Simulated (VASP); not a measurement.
Band structure of Ge (diamond). Method: TPSS meta-GGA, VASP's PBE PAW potentials (set 64) (plane waves; VASP).

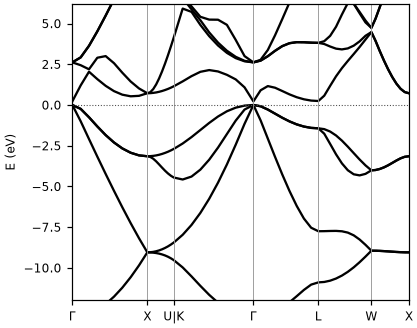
Figure. Bands along high-symmetry lines, zero at the valence-band maximum or, without a gap, the Fermi level

### Question
Read the plot: is there a gap, and where are the band edges?

### Answer
The gap is direct, 0.22 eV, from the valence maximum at Γ to the conduction minimum at Γ.

Measured: gap 0.79 eV (computed value off by -0.57 eV), as given by Anna Miglio et al., npj Computational Materials (2020), arXiv:2011.12765 [measured zero-point renormalisation of 52 meV added back].

The compound is Ge in the diamond structure. It was relaxed first.
